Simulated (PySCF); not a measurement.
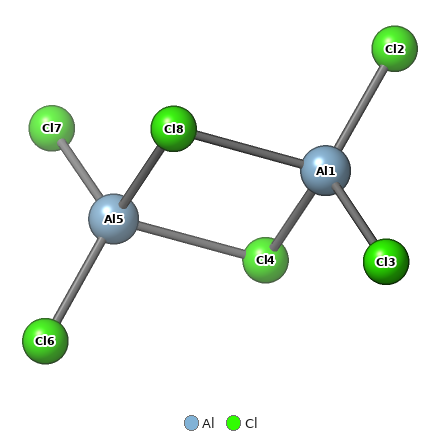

Al₂Cl₆, singlet. Vertical core-electron binding energies by ΔSCF (SCAN, pcX-2 on the ionised atom (unc-x2c-TZVPall on a metal), pcseg-1 elsewhere, spin-free X2C; PySCF, at a PBE0-D3(BJ)/def2-SVP geometry (no frequency check)), gas phase, against the vacuum level. One atom of each kind was ionised; within a panel, areas follow the number of like atoms and 2j + 1 (2p levels are split by first-order spin-orbit coupling, an approximation), Gaussians of 0.4 eV full width. Only the regions named are shown. Lines closer than the width merge in the curve.

> Predict the Cl 2p photoelectron lines.

| level | atoms | binding energy (eV) |
| --- | --- | --- |
| Cl 2p1/2 | Cl4, Cl8 | 209.4 |
| Cl 2p1/2 | Cl2, Cl3, Cl6, Cl7 | 208.1 |
| Cl 2p3/2 | Cl4, Cl8 | 207.8 |
| Cl 2p3/2 | Cl2, Cl3, Cl6, Cl7 | 206.4 |

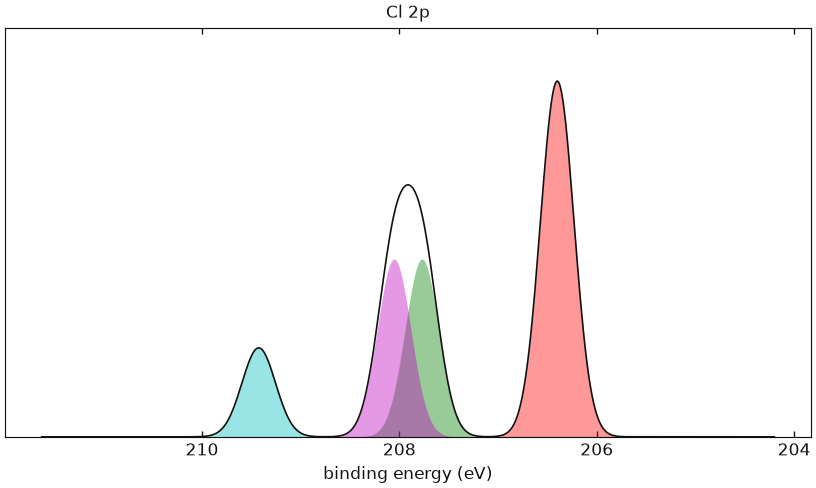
